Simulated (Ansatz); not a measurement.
Three curves of one kind of scan: energy against volume (even scaling of the relaxed cell, symmetry kept). Computed with PBEsol (plane waves to 420 eV, PAW, scalar-relativistic; Ansatz, a program for electronic structure). Each is measured from its own zero (the relaxed starting cell). 

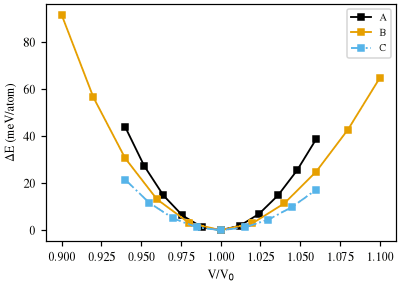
Figure: Curves A, B and C.

```tsv
V/V₀	ΔE (meV/atom)
0.900	91.7
0.940	30.6
0.980	3.2
1.020	3.0
1.060	24.9
1.100	64.8
```

Q: Which curve does this table belong to?

A: Curve B, which is YN (rock salt). The others: A is Ta (bcc, W type); C is GaP (zinc blende).

All were relaxed with their symmetry unable to fall. Spin-orbit coupling is left out. Ta is run without spin polarisation. YN is run without spin polarisation.

(Under strain, the slope of the energy per volume gives the stress and its curvature an elastic modulus.)
